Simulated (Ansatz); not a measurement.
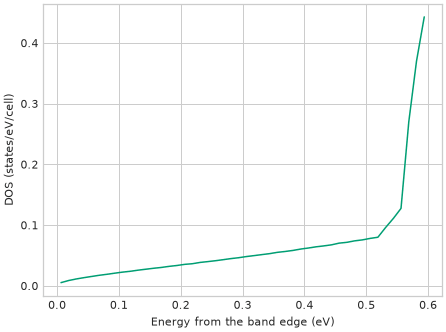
Fig. 1. Density of states of MgTe (P6_3mc) above the conduction band minimum, PBEsol with spin-orbit coupling, rigid bands run with Ansatz (a program for electronic structure); cell volume 133.5 Å³.

Q: What effective density of states at 300 K does this give (∫ g(E) exp(−E/k_BT) dE, both spins, divided by the cell's size)?

A: 1.8e18 cm⁻³, a density-of-states mass of 0.174 mₑ, valleys and band degeneracy included.

Geometry: cell and atoms relaxed with PBEsol.
